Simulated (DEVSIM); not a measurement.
Device: abrupt Si n-p junction, at 300 K.

```tsv
layer (left to right)	material	thickness (μm)	Nd (cm⁻³)	Na (cm⁻³)	τn (s)	τp (s)
1	Si	11.0	1e18	-	1.4e-7	1.4e-7
2	Si	6.00	-	4.5e15	1.4e-7	1.4e-7
```

Left contact: ohmic. Right contact: ohmic. Voltage is applied to the left contact. Recombination: SRH at mid-gap, Auger. Mobility is constant in doping.

This is a model device: material constants are rounded textbook-type values typed into the input, and sizes, dopings and lifetimes were drawn at random. Values at 300 K.

```tsv
parameter	Si
gap (eV)	1.124
affinity (eV)	4.05
permittivity	11.7
Nc (cm⁻³)	2.86e19
Nv (cm⁻³)	3.1e19
μn (cm²/Vs)	1417
μp (cm²/Vs)	470
Cn (cm⁶/s)	2.8e-31
Cp (cm⁶/s)	9.9e-32
```

Simulated with DEVSIM: 1D drift-diffusion, Boltzmann statistics, complete ionisation; no tunnelling, impact ionisation, image-force lowering or self-heating.

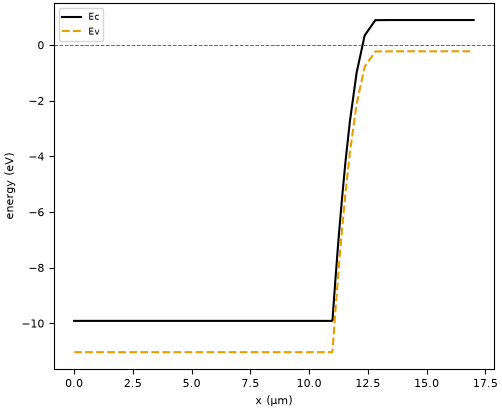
Fig. 1. Band edges at 10.0 V on the left contact

Energies count from the Fermi level of the right contact; mesh points crowd at the junctions.

```json
[
 {"x (μm)": "0.000", "Ec (eV)": "-9.913", "Ev (eV)": "-11.037", "n (cm⁻³)": "1.0e18", "p (cm⁻³)": "120", "field (V/cm)": "≈ 0"},
 {"x (μm)": "0.03484", "Ec (eV)": "-9.913", "Ev (eV)": "-11.037", "n (cm⁻³)": "1.0e18", "p (cm⁻³)": "120", "field (V/cm)": "≈ 0"},
 {"x (μm)": "0.1200", "Ec (eV)": "-9.913", "Ev (eV)": "-11.037", "n (cm⁻³)": "1.0e18", "p (cm⁻³)": "120", "field (V/cm)": "≈ 0"},
 {"x (μm)": "0.3283", "Ec (eV)": "-9.913", "Ev (eV)": "-11.037", "n (cm⁻³)": "1.0e18", "p (cm⁻³)": "110", "field (V/cm)": "≈ 0"},
 {"x (μm)": "1.169", "Ec (eV)": "-9.913", "Ev (eV)": "-11.037", "n (cm⁻³)": "1.0e18", "p (cm⁻³)": "110", "field (V/cm)": "≈ 0"},
 {"x (μm)": "2.892", "Ec (eV)": "-9.913", "Ev (eV)": "-11.037", "n (cm⁻³)": "1.0e18", "p (cm⁻³)": "< 1e2", "field (V/cm)": "≈ 0"},
 {"x (μm)": "6.695", "Ec (eV)": "-9.913", "Ev (eV)": "-11.037", "n (cm⁻³)": "1.0e18", "p (cm⁻³)": "< 1e2", "field (V/cm)": "≈ 0"},
 {"x (μm)": "9.692", "Ec (eV)": "-9.913", "Ev (eV)": "-11.037", "n (cm⁻³)": "1.0e18", "p (cm⁻³)": "< 1e2", "field (V/cm)": "≈ 0"},
 {"x (μm)": "10.48", "Ec (eV)": "-9.913", "Ev (eV)": "-11.037", "n (cm⁻³)": "1.0e18", "p (cm⁻³)": "< 1e2", "field (V/cm)": "≈ 0"},
 {"x (μm)": "10.81", "Ec (eV)": "-9.913", "Ev (eV)": "-11.037", "n (cm⁻³)": "1.0e18", "p (cm⁻³)": "< 1e2", "field (V/cm)": "≈ 0"},
 {"x (μm)": "10.94", "Ec (eV)": "-9.913", "Ev (eV)": "-11.037", "n (cm⁻³)": "1.0e18", "p (cm⁻³)": "< 1e2", "field (V/cm)": "≈ 0"},
 {"x (μm)": "11.00", "Ec (eV)": "-9.866", "Ev (eV)": "-10.990", "n (cm⁻³)": "1.6e17", "p (cm⁻³)": "< 1e2", "field (V/cm)": "90000"},
 {"x (μm)": "11.03", "Ec (eV)": "-9.495", "Ev (eV)": "-10.619", "n (cm⁻³)": "9.4e10", "p (cm⁻³)": "< 1e2", "field (V/cm)": "120000"},
 {"x (μm)": "11.10", "Ec (eV)": "-8.613", "Ev (eV)": "-9.737", "n (cm⁻³)": "32000", "p (cm⁻³)": "5400", "field (V/cm)": "110000"},
 {"x (μm)": "11.40", "Ec (eV)": "-5.465", "Ev (eV)": "-6.589", "n (cm⁻³)": "31000", "p (cm⁻³)": "34000", "field (V/cm)": "94000"},
 {"x (μm)": "12.02", "Ec (eV)": "-0.999", "Ev (eV)": "-2.123", "n (cm⁻³)": "24000", "p (cm⁻³)": "170000", "field (V/cm)": "51000"},
 {"x (μm)": "13.52", "Ec (eV)": "0.896", "Ev (eV)": "-0.228", "n (cm⁻³)": "4700", "p (cm⁻³)": "4.5e15", "field (V/cm)": "≈ 0"},
 {"x (μm)": "15.51", "Ec (eV)": "0.896", "Ev (eV)": "-0.228", "n (cm⁻³)": "17000", "p (cm⁻³)": "4.5e15", "field (V/cm)": "≈ 0"},
 {"x (μm)": "16.55", "Ec (eV)": "0.896", "Ev (eV)": "-0.228", "n (cm⁻³)": "23000", "p (cm⁻³)": "4.5e15", "field (V/cm)": "≈ 0"},
 {"x (μm)": "16.83", "Ec (eV)": "0.896", "Ev (eV)": "-0.228", "n (cm⁻³)": "25000", "p (cm⁻³)": "4.5e15", "field (V/cm)": "≈ 0"},
 {"x (μm)": "16.95", "Ec (eV)": "0.896", "Ev (eV)": "-0.228", "n (cm⁻³)": "26000", "p (cm⁻³)": "4.5e15", "field (V/cm)": "≈ 0"},
 {"x (μm)": "17.00", "Ec (eV)": "0.896", "Ev (eV)": "-0.228", "n (cm⁻³)": "26000", "p (cm⁻³)": "4.5e15", "field (V/cm)": "≈ 0"}
]
```
